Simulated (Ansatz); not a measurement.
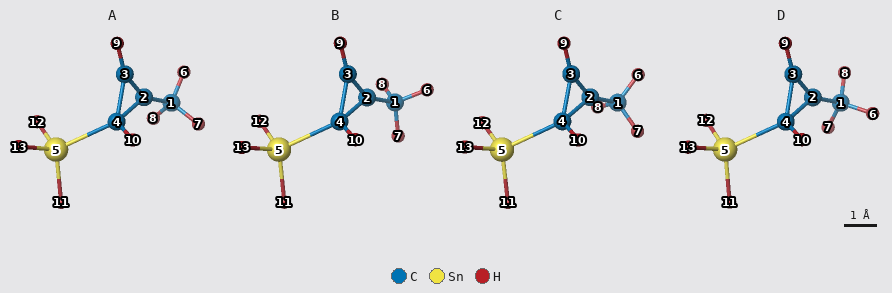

4 geometries from a converged minimum-energy path of C₄H₈Sn, shuffled. A ball-and-stick model, seen from a free direction.

Level of theory: Ansatz 0.2.0, RKS r2SCAN-D4/def2-SVP. Run with 5 movable images; climbing image; force threshold 0.03 eV/Å; iteration limit 60; starting path by image-dependent pair potential.

**One of them is the converged climbing image. Which?**

B. In order along the path, whose images run from 0 to 6: A (image 0, 0.000 eV), C (image 1, +0.016 eV), B (image 3, +0.066 eV), D (image 5, +0.016 eV). The motion is a rotation about the C1–C2 bond by about 120°. No bond forms or breaks between the ends.
